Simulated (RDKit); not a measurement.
## Property calculation, with input and output: C2H3NSe

C2H3NSe, SMILES NC#C[SeH], computed with EHT (RDKit 2026.09.1).

The geometry comes from this level: GFN2-xTB.

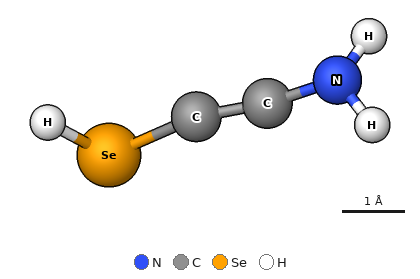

*The input geometry (ball-and-stick view, seen at a tilt).*

### The input (ff.py)
```python
import json
import numpy as np
from rdkit import Chem
from rdkit.Chem import AllChem
from rdkit.Chem import rdDetermineBonds
from rdkit.Chem import rdEHTTools

mol = Chem.MolFromXYZFile("mol.xyz")
symbols = [a.GetSymbol() for a in mol.GetAtoms()]
start = mol.GetConformer().GetPositions().copy()

ok, res = rdEHTTools.RunMol(mol, keepOverlapAndHamiltonianMatrices=True)
if not ok:
    raise RuntimeError("the extended Hueckel run failed")
eps = np.array(res.GetOrbitalEnergies())
nel = res.numElectrons
homo = (nel + 1) // 2 - 1
print(f"{res.numOrbitals} orbitals, {nel} valence electrons, sum of one-electron energies {res.totalEnergy:.4f} eV")
for i in range(max(0, homo - 3), min(len(eps), homo + 6)):
    print(f"{i + 1:4d} {eps[i]:10.4f} eV", "(HOMO)" if i == homo else "(LUMO)" if i == homo + 1 else "")
q = np.array(res.GetAtomicCharges())
print("Mulliken charges:", " ".join(f"{a}{i + 1}={c:+.3f}" for i, (a, c) in enumerate(zip(symbols, q))))
op = res.GetReducedOverlapPopulationMatrix()
pairs = [(k, i, op[i * (i + 1) // 2 + k]) for i in range(len(symbols)) for k in range(i) if abs(op[i * (i + 1) // 2 + k]) > 0.1]
print("reduced overlap populations above 0.1")
for k, i, p in pairs:
    print(f"  {symbols[k]}{k + 1}-{symbols[i]}{i + 1} {p:7.3f}")
json.dump(dict(symbols=symbols, start=start.tolist(), energy=res.totalEnergy * 23.060548, homo=eps[homo], lumo=eps[homo + 1] if homo + 1 < len(eps) else None, orbital_energies=eps.round(4).tolist(), charges_mulliken=q.tolist(), bond_orders=[[k + 1, i + 1, round(p, 4)] for k, i, p in pairs], nel=nel), open("results.json", "w"))
```

### File mol.xyz
```
7

N     -0.035070     1.177330     1.237890
C     -0.129220     0.293130     0.247960
C      0.055440    -0.571920    -0.584780
Se    -0.304370    -1.695890    -1.970440
H     -0.015290     2.149480     0.966780
H     -0.578960     0.980730     2.064860
H      1.007470    -2.332860    -1.962270
```

Run on 1 thread of Arm Neoverse V1, 24 GiB of memory available, shared host.

Launched with:
```bash
python ff.py
```

### Log
```
19 orbitals, 22 valence electrons, sum of one-electron energies -397.6483 eV
   8   -15.0202 eV
   9   -14.5663 eV
  10   -12.4842 eV
  11   -12.1852 eV (HOMO)
  12    -6.2805 eV (LUMO)
  13    -6.2107 eV
  14     0.4994 eV
  15     3.7200 eV
  16     7.2667 eV
Mulliken charges: N1=-0.418 C2=+0.094 C3=-0.178 Se4=-0.113 H5=+0.230 H6=+0.230 H7=+0.155
reduced overlap populations above 0.1
  N1-C2   0.887
  C2-C3   1.827
  C3-Se4   0.782
  N1-H5   0.718
  N1-H6   0.718
  Se4-H7   0.708
```

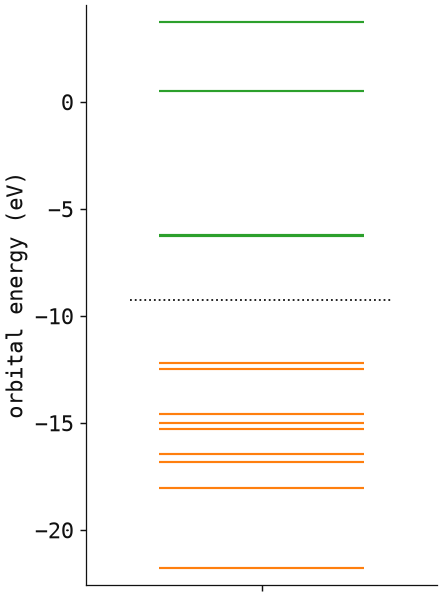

*Orbital energies near the frontier; the dotted line parts filled from empty levels, and levels within 0.02 eV of each other stand side by side.*

Highest filled −12.19 eV, lowest empty −6.28 eV, 5.91 eV apart.

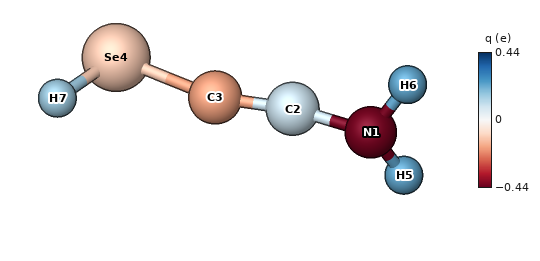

*Mulliken charges, as the colour of each atom (ball-and-stick view, seen at a tilt; atoms are numbered from 1 in the order of the input).*

By element: N −0.42, C −0.18 to +0.09, Se −0.11 and H +0.16 to +0.23 e.

### Key numbers

| quantity | value |
| --- | --- |
| outcome | converged |
| total energy | −14.613304 hartree |
| HOMO | −12.19 eV |
| LUMO | −6.28 eV |
| peak memory | 0.073 GiB |
